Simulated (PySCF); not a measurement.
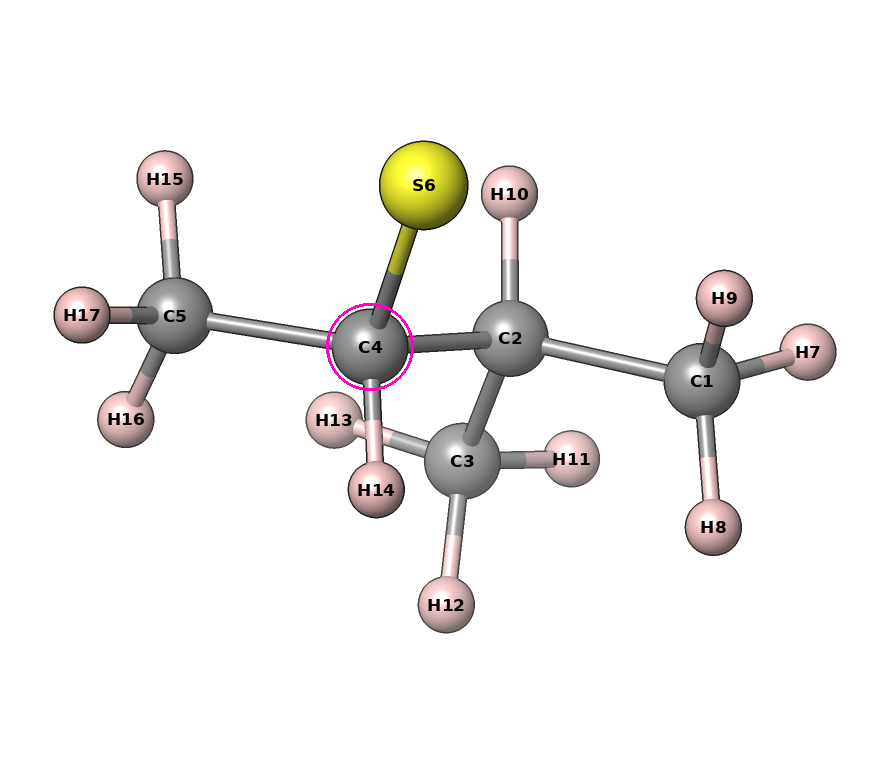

Depth is shown by fading: the farther an atom, the more it takes the colour of the background. Circles mark the stereogenic atoms. State: charge −1, singlet. Computed geometry: PBE0-D3(BJ)/def2-SVP optimisation. No frequency run is at hand to confirm it as a minimum.

> What are the Cahn–Ingold–Prelog descriptors?

C4: S (priorities S6 > C2 > C5 > H14).

> Give a SMILES with the stereochemistry.

CC(C)[C@H](C)[S-]
